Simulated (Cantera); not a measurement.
Feed: 1 mol KCl, a varied amount of H2, held at 1298 K and 7.50 Torr.

Equilibrium computed with Cantera from the NASA thermochemical tables; the gas is ideal and each condensed phase is pure. Candidate condensed phases: K, KCl; 10 gas species. Equilibrium is a limit: real reactors are often held back by kinetics, nucleation or transport.

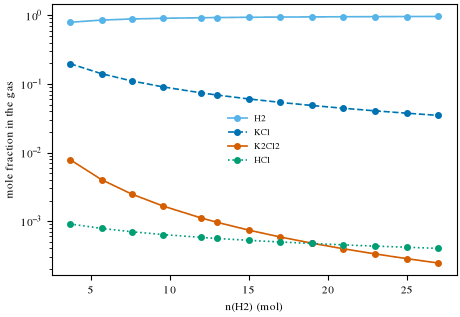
Figure. Equilibrium gas composition (values under 1e-9 drawn at 1e-9)

From 3.7 mol H2 to 27 mol H2 nothing is condensed. The main K-bearing gas is KCl throughout.
